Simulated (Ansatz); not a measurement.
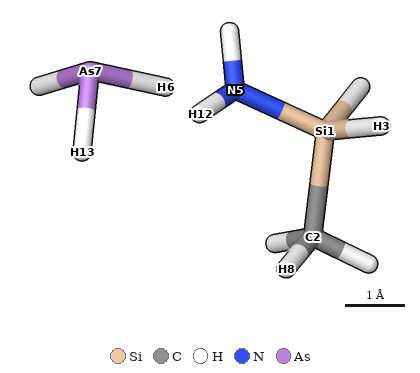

Fig. 1: The structure as given in the input (stick view, seen at a tilt; atoms are numbered from 1 in the order of the input).

## Nudged elastic band of CH$_{10}$AsNSi (part 1 of 2)

The run: nudged elastic band of CH$_{10}$AsNSi. Method and program: RHF/def2-SVP (Ansatz 0.2.0).

It belongs to a series of runs on one base structure; here: band between the two ends. Figures and captions count atoms from 1; the log counts them from 0 in places.

The input:
```yaml
crystal:
  periodic: [false, false, false]
  atoms:
    - { symbol: Si, position_ang: [-0.06961, -1.131011, -1.235976] }
    - { symbol: C, position_ang: [0.667462, -1.953882, 0.285778] }
    - { symbol: H, position_ang: [0.396415, -1.877856, -2.439441] }
    - { symbol: H, position_ang: [-1.551709, -1.204868, -1.22812] }
    - { symbol: "N", position_ang: [0.352076, 0.551986, -1.244019] }
    - { symbol: H, position_ang: [-1.707901, 1.595622, 1.382642] }
    - { symbol: As, position_ang: [-0.836384, 2.820266, 1.267943] }
    - { symbol: H, position_ang: [1.759113, -1.887807, 0.277388] }
    - { symbol: H, position_ang: [0.401904, -3.013211, 0.321187] }
    - { symbol: H, position_ang: [0.307718, -1.477581, 1.200491] }
    - { symbol: H, position_ang: [-0.145734, 1.186916, -1.839247] }
    - { symbol: H, position_ang: [1.314286, 0.827663, -1.179227] }
    - { symbol: H, position_ang: [0.391559, 2.158095, 1.840099] }
    - { symbol: H, position_ang: [-1.279096, 3.405868, 2.590602] }
basis:
  gaussian: { orbitals: def2-SVP }
hamiltonian:
  xc: hf
neb:
  order_check: false
  images: 7
  f_tol: 0.05
  max_iterations: 60
  spring: 0.5
  final_atoms:
    - { symbol: Si, position_ang: [-0.27716834, 0.91834553, -1.26324956] }
    - { symbol: C, position_ang: [0.35300832, -2.76716408, 1.98250748] }
    - { symbol: H, position_ang: [0.95927194, 0.19266625, -0.89813242] }
    - { symbol: H, position_ang: [-1.41176672, -0.02782424, -1.36695876] }
    - { symbol: "N", position_ang: [-0.00258455, 1.67470692, -2.78576354] }
    - { symbol: H, position_ang: [0.59260536, -1.78308081, 2.38521022] }
    - { symbol: As, position_ang: [-0.88971769, 2.46222696, 0.46286977] }
    - { symbol: H, position_ang: [0.53586064, -3.52561103, 2.7441131] }
    - { symbol: H, position_ang: [0.9800118, -2.96554569, 1.11337997] }
    - { symbol: H, position_ang: [-0.69636326, -2.79446046, 1.68752336] }
    - { symbol: H, position_ang: [-0.73333108, 2.13280195, -3.29439029] }
    - { symbol: H, position_ang: [0.89855975, 2.03663122, -3.02882626] }
    - { symbol: H, position_ang: [0.50725065, 2.99529549, 0.67880038] }
    - { symbol: H, position_ang: [-0.8155378, 1.451212, 1.58301654] }
  initial_path:
    images:
      - { positions_ang: [[-0.06961, -1.131011, -1.235976], [0.667462, -1.953882, 0.285778], [0.396415, -1.877856, -2.439441], [-1.551709, -1.204868, -1.22812], [0.352076, 0.551986, -1.244019], [-1.707901, 1.595622, 1.382642], [-0.836384, 2.820266, 1.267943], [1.759113, -1.887807, 0.277388], [0.401904, -3.013211, 0.321187], [0.307718, -1.477581, 1.200491], [-0.145734, 1.186916, -1.839247], [1.314286, 0.827663, -1.179227], [0.391559, 2.158095, 1.840099], [-1.279096, 3.405868, 2.590602]] }
      - { positions_ang: [[-0.05110604, -0.85780154, -1.11221311], [0.52312307, -1.80842184, 0.46076246], [0.66532753, -1.45682339, -2.01875838], [-1.51035337, -1.03422646, -1.1254056], [0.25702782, 0.55386788, -1.52639655], [-1.28659284, 1.20114374, 1.28663071], [-0.68390395, 2.61274614, 1.202494], [1.53504904, -1.77206848, 0.64728757], [0.38781873, -2.79817326, 0.31094874], [0.01546069, -1.52235197, 1.25828612], [-0.32866633, 1.09460125, -2.09143692], [1.17842788, 0.86702287, -1.58759411], [0.53883159, 2.02713951, 1.84099815], [-1.24034481, 2.89354558, 2.45449691]] }
      - { positions_ang: [[-0.03260208, -0.58459208, -0.98845023], [0.37878414, -1.66296169, 0.63574692], [0.93424005, -1.03579078, -1.59807575], [-1.46899773, -0.86358493, -1.02269119], [0.16197964, 0.55574975, -1.80877411], [-0.86528469, 0.80666548, 1.19061942], [-0.5314239, 2.40522627, 1.137045], [1.31098508, -1.65632997, 1.01718714], [0.37373345, -2.58313552, 0.30071049], [-0.27679661, -1.56712295, 1.31608124], [-0.51159866, 1.0022865, -2.34362684], [1.04256975, 0.90638274, -1.99596121], [0.68610417, 1.89618401, 1.84189731], [-1.20159363, 2.38122315, 2.31839182]] }
      - { positions_ang: [[-0.01409811, -0.31138262, -0.86468734], [0.23444521, -1.51750153, 0.81073138], [1.20315258, -0.61475817, -1.17739313], [-1.4276421, -0.69294339, -0.91997679], [0.06693147, 0.55763163, -2.09115166], [-0.44397653, 0.41218722, 1.09460813], [-0.37894385, 2.19770641, 1.071596], [1.08692111, -1.54059145, 1.3870867], [0.35964818, -2.36809778, 0.29047223], [-0.56905392, -1.61189392, 1.37387637], [-0.694531, 0.90997174, -2.59581677], [0.90671163, 0.94574261, -2.40432832], [0.83337676, 1.76522852, 1.84279646], [-1.16284244, 1.86890073, 2.18228673]] }
      - { positions_ang: [[0.00440585, -0.03817316, -0.74092446], [0.09010628, -1.37204137, 0.98571584], [1.47206511, -0.19372556, -0.7567105], [-1.38628646, -0.52230186, -0.81726238], [-0.02811671, 0.5595135, -2.37352922], [-0.02266837, 0.01770896, 0.99859684], [-0.2264638, 1.99018654, 1.006147], [0.86285715, -1.42485293, 1.75698627], [0.34556291, -2.15306004, 0.28023398], [-0.86131122, -1.65666489, 1.43167149], [-0.87746333, 0.81765699, -2.84800669], [0.77085351, 0.98510248, -2.81269542], [0.98064934, 1.63427303, 1.84369561], [-1.12409125, 1.3565783, 2.04618164]] }
      - { positions_ang: [[-0.0659877, 0.20095651, -0.87150573], [0.15583179, -1.72082205, 1.23491375], [1.34386682, -0.09712761, -0.79206598], [-1.39265653, -0.39868245, -0.95468648], [-0.02173367, 0.83831186, -2.4765878], [0.13115006, -0.43248849, 1.34525019], [-0.39227727, 2.10819665, 0.87032769], [0.78110802, -1.95004246, 2.00376798], [0.50417513, -2.35618145, 0.48852048], [-0.82007423, -1.94111378, 1.49563446], [-0.84143027, 1.14644323, -2.95960259], [0.80278007, 1.24798466, -2.86672813], [0.86229967, 1.97452864, 1.5524718], [-1.04695289, 1.38023673, 1.93039037]] }
      - { positions_ang: [[-0.13638125, 0.44008618, -1.00208701], [0.2215573, -2.06960272, 1.48411166], [1.21566853, -0.00052965, -0.82742146], [-1.39902659, -0.27506305, -1.09211057], [-0.01535063, 1.11711021, -2.57964638], [0.28496849, -0.88268593, 1.69190353], [-0.55809075, 2.22620675, 0.73450839], [0.6993589, -2.47523198, 2.25054969], [0.66278735, -2.55930287, 0.69680697], [-0.77883724, -2.22556267, 1.55959742], [-0.8053972, 1.47522947, -3.07119849], [0.83470663, 1.51086685, -2.92076084], [0.74394999, 2.31478426, 1.261248], [-0.96981453, 1.40389515, 1.81459909]] }
      - { positions_ang: [[-0.20677479, 0.67921586, -1.13266829], [0.28728281, -2.4183834, 1.73330957], [1.08747024, 0.0960683, -0.86277694], [-1.40539666, -0.15144364, -1.22953466], [-0.00896759, 1.39590856, -2.68270496], [0.43878692, -1.33288337, 2.03855688], [-0.72390422, 2.34421685, 0.59868908], [0.61760977, -3.00042151, 2.49733139], [0.82139958, -2.76242428, 0.90509347], [-0.73760025, -2.51001157, 1.62356039], [-0.76936414, 1.80401571, -3.18279439], [0.86663319, 1.77374903, -2.97479355], [0.62560032, 2.65503987, 0.97002419], [-0.89267617, 1.42755358, 1.69880782]] }
      - { positions_ang: [[-0.27716834, 0.91834553, -1.26324956], [0.35300832, -2.76716408, 1.98250748], [0.95927194, 0.19266625, -0.89813242], [-1.41176672, -0.02782424, -1.36695876], [-0.00258455, 1.67470692, -2.78576354], [0.59260536, -1.78308081, 2.38521022], [-0.88971769, 2.46222696, 0.46286977], [0.53586064, -3.52561103, 2.7441131], [0.9800118, -2.96554569, 1.11337997], [-0.69636326, -2.79446046, 1.68752336], [-0.73333108, 2.13280195, -3.29439029], [0.89855975, 2.03663122, -3.02882626], [0.50725065, 2.99529549, 0.67880038], [-0.8155378, 1.451212, 1.58301654]] }
```

Launched with:
```bash
ansatz run input.yaml --threads 2 --pin off --max-ram 3072MiB --backend cpu --events-out ev --progress --plain --runs-dir out
```

Output:
```
Engine: ansatz 0.2.0, aarch64-unknown-linux-gnu
Functional definition: HF
  exchange = exact_x
  correlation = 0
1387 factors; integrals over basis functions are off by at most 6.5e-4 eV
mean field evaluation 1: about -71313.6976 eV, gradient 3.5e1 eV
mean field evaluation 2: about -71313.7407 eV, gradient 3.5e1 eV
mean field evaluation 4: about -71316.8791 eV, gradient 3.3e0 eV
mean field evaluation 8: about -71316.9228 eV, gradient 1.7e-1 eV
mean field -71316.92291760 eV, -2620.8485768754 hartree, gradient 2.0e-5 eV, S^2 0.000000; 0 other end points of the search recorded, 0 dependent functions left out
the calculation of the forces begins
reference -71316.92291760 eV, -2620.8485768754 hartree; 35, 35 occupied and 93, 93 virtual orbitals, 1387 factors
1376 factors; integrals over basis functions are off by at most 1.1e-3 eV
mean field evaluation 16: about -71317.0887 eV, gradient 3.3e0 eV
mean field -71317.13423239 eV, -2620.8563425505 hartree, gradient 2.2e-5 eV, S^2 0.000000; 0 other end points of the search recorded, 0 dependent functions left out
[... from here on the field's lines of each further geometry are left out, up to the last ...]
NEB iter   1: max|band force component| = 1.738e1 eV/Å  barrier→ = 7.6269 eV  barrier← = 7.8382 eV  Δτ_max = 0.2000 Å  (300 SCF iters)
NEB iter   2: max|band force component| = 7.856e0 eV/Å  barrier→ = 3.7094 eV  barrier← = 3.9207 eV  Δτ_max = 0.2000 Å  (214 SCF iters)
NEB iter   3: max|band force component| = 3.647e0 eV/Å  barrier→ = 2.8602 eV  barrier← = 3.0715 eV  Δτ_max = 0.1996 Å  (215 SCF iters)
NEB iter   4: max|band force component| = 1.411e0 eV/Å  barrier→ = 2.3938 eV  barrier← = 2.6051 eV  Δτ_max = 0.2000 Å  (214 SCF iters)
NEB iter   5: max|band force component| = 2.324e0 eV/Å  barrier→ = 2.4153 eV  barrier← = 2.6266 eV  Δτ_max = 0.1007 Å  (209 SCF iters)
NEB iter   6: max|band force component| = 6.435e-1 eV/Å  barrier→ = 2.4686 eV  barrier← = 2.6800 eV  Δτ_max = 0.1985 Å  (213 SCF iters)
NEB iter   7: max|band force component| = 6.307e-1 eV/Å  barrier→ = 3.0328 eV  barrier← = 3.2441 eV  Δτ_max = 0.1383 Å  (213 SCF iters)
NEB iter   8: max|band force component| = 1.102e0 eV/Å  barrier→ = 3.3626 eV  barrier← = 3.5739 eV  CI = image 4  Δτ_max = 0.1999 Å  (215 SCF iters)
NEB iter   9: max|band force component| = 9.698e-1 eV/Å  barrier→ = 2.8270 eV  barrier← = 3.0383 eV  CI = image 4  Δτ_max = 0.2000 Å  (218 SCF iters)
NEB iter  10: max|band force component| = 2.392e0 eV/Å  barrier→ = 2.5719 eV  barrier← = 2.7832 eV  CI = image 4  Δτ_max = 0.1002 Å  (219 SCF iters)
NEB iter  11: max|band force component| = 2.652e0 eV/Å  barrier→ = 2.6062 eV  barrier← = 2.8175 eV  CI = image 4  Δτ_max = 0.1933 Å  (218 SCF iters)
NEB iter  12: max|band force component| = 1.842e0 eV/Å  barrier→ = 3.5862 eV  barrier← = 3.7975 eV  CI = image 4  Δτ_max = 0.2000 Å  (216 SCF iters)
NEB iter  13: max|band force component| = 8.884e-1 eV/Å  barrier→ = 4.1906 eV  barrier← = 4.4019 eV  CI = image 4  Δτ_max = 0.1010 Å  (218 SCF iters)
NEB iter  14: max|band force component| = 3.460e-1 eV/Å  barrier→ = 4.1397 eV  barrier← = 4.3510 eV  CI = image 4  Δτ_max = 0.1912 Å  (219 SCF iters)
NEB iter  15: max|band force component| = 3.448e-1 eV/Å  barrier→ = 4.1089 eV  barrier← = 4.3202 eV  CI = image 4  Δτ_max = 0.0981 Å  (213 SCF iters)
NEB iter  16: max|band force component| = 2.373e-1 eV/Å  barrier→ = 4.0742 eV  barrier← = 4.2855 eV  CI = image 4  Δτ_max = 0.0971 Å  (207 SCF iters)
NEB iter  17: max|band force component| = 3.024e-1 eV/Å  barrier→ = 4.0352 eV  barrier← = 4.2465 eV  CI = image 4  Δτ_max = 0.0484 Å  (204 SCF iters)
NEB iter  18: max|band force component| = 2.425e-1 eV/Å  barrier→ = 4.0173 eV  barrier← = 4.2286 eV  CI = image 4  Δτ_max = 0.0484 Å  (205 SCF iters)
NEB iter  19: max|band force component| = 1.985e-1 eV/Å  barrier→ = 4.0016 eV  barrier← = 4.2129 eV  CI = image 4  Δτ_max = 0.0484 Å  (212 SCF iters)
NEB iter  20: max|band force component| = 1.791e-1 eV/Å  barrier→ = 3.9855 eV  barrier← = 4.1968 eV  CI = image 4  Δτ_max = 0.0484 Å  (211 SCF iters)
NEB iter  21: max|band force component| = 1.915e-1 eV/Å  barrier→ = 3.9709 eV  barrier← = 4.1822 eV  CI = image 4  Δτ_max = 0.0484 Å  (204 SCF iters)
NEB iter  22: max|band force component| = 1.792e-1 eV/Å  barrier→ = 3.9558 eV  barrier← = 4.1671 eV  CI = image 4  Δτ_max = 0.0484 Å  (213 SCF iters)
NEB iter  23: max|band force component| = 1.899e-1 eV/Å  barrier→ = 3.9408 eV  barrier← = 4.1521 eV  CI = image 4  Δτ_max = 0.0484 Å  (211 SCF iters)
NEB iter  24: max|band force component| = 1.810e-1 eV/Å  barrier→ = 3.9255 eV  barrier← = 4.1368 eV  CI = image 4  Δτ_max = 0.0969 Å  (210 SCF iters)
NEB iter  25: max|band force component| = 2.535e-1 eV/Å  barrier→ = 3.8939 eV  barrier← = 4.1052 eV  CI = image 4  Δτ_max = 0.1936 Å  (209 SCF iters)
NEB iter  26: max|band force component| = 3.036e-1 eV/Å  barrier→ = 3.8311 eV  barrier← = 4.0425 eV  CI = image 4  Δτ_max = 0.0970 Å  (206 SCF iters)
NEB iter  27: max|band force component| = 3.308e-1 eV/Å  barrier→ = 3.7974 eV  barrier← = 4.0087 eV  CI = image 4  Δτ_max = 0.0967 Å  (206 SCF iters)
NEB iter  28: max|band force component| = 3.983e-1 eV/Å  barrier→ = 3.7643 eV  barrier← = 3.9756 eV  CI = image 4  Δτ_max = 0.0484 Å  (208 SCF iters)
NEB iter  29: max|band force component| = 4.017e-1 eV/Å  barrier→ = 3.7482 eV  barrier← = 3.9595 eV  CI = image 4  Δτ_max = 0.0485 Å  (210 SCF iters)
NEB iter  30: max|band force component| = 4.089e-1 eV/Å  barrier→ = 3.7326 eV  barrier← = 3.9439 eV  CI = image 4  Δτ_max = 0.0971 Å  (209 SCF iters)
NEB iter  31: max|band force component| = 3.894e-1 eV/Å  barrier→ = 3.7047 eV  barrier← = 3.9160 eV  CI = image 4  Δτ_max = 0.0971 Å  (214 SCF iters)
NEB iter  32: max|band force component| = 4.013e-1 eV/Å  barrier→ = 3.6805 eV  barrier← = 3.8918 eV  CI = image 4  Δτ_max = 0.0967 Å  (215 SCF iters)
NEB iter  33: max|band force component| = 3.238e-1 eV/Å  barrier→ = 3.6674 eV  barrier← = 3.8787 eV  CI = image 4  Δτ_max = 0.0972 Å  (214 SCF iters)
NEB iter  34: max|band force component| = 3.199e-1 eV/Å  barrier→ = 3.6482 eV  barrier← = 3.8595 eV  CI = image 4  Δτ_max = 0.0968 Å  (215 SCF iters)
NEB iter  35: max|band force component| = 2.619e-1 eV/Å  barrier→ = 3.6341 eV  barrier← = 3.8454 eV  CI = image 4  Δτ_max = 0.0970 Å  (213 SCF iters)
NEB iter  36: max|band force component| = 1.387e-1 eV/Å  barrier→ = 3.6259 eV  barrier← = 3.8372 eV  CI = image 4  Δτ_max = 0.0965 Å  (213 SCF iters)
NEB iter  37: max|band force component| = 2.317e-1 eV/Å  barrier→ = 3.6223 eV  barrier← = 3.8336 eV  CI = image 4  Δτ_max = 0.0485 Å  (215 SCF iters)
NEB iter  38: max|band force component| = 1.398e-1 eV/Å  barrier→ = 3.6200 eV  barrier← = 3.8314 eV  CI = image 4  Δτ_max = 0.0484 Å  (217 SCF iters)
NEB iter  39: max|band force component| = 8.848e-2 eV/Å  barrier→ = 3.6180 eV  barrier← = 3.8293 eV  CI = image 4  Δτ_max = 0.0483 Å  (219 SCF iters)
NEB iter  40: max|band force component| = 9.630e-2 eV/Å  barrier→ = 3.6160 eV  barrier← = 3.8274 eV  CI = image 4  Δτ_max = 0.0242 Å  (210 SCF iters)
NEB iter  41: max|band force component| = 9.295e-2 eV/Å  barrier→ = 3.6151 eV  barrier← = 3.8265 eV  CI = image 4  Δτ_max = 0.0241 Å  (199 SCF iters)
NEB iter  42: max|band force component| = 8.067e-2 eV/Å  barrier→ = 3.6143 eV  barrier← = 3.8256 eV  CI = image 4  Δτ_max = 0.0242 Å  (205 SCF iters)
NEB iter  43: max|band force component| = 5.899e-2 eV/Å  barrier→ = 3.6135 eV  barrier← = 3.8248 eV  CI = image 4  Δτ_max = 0.0242 Å  (200 SCF iters)
```
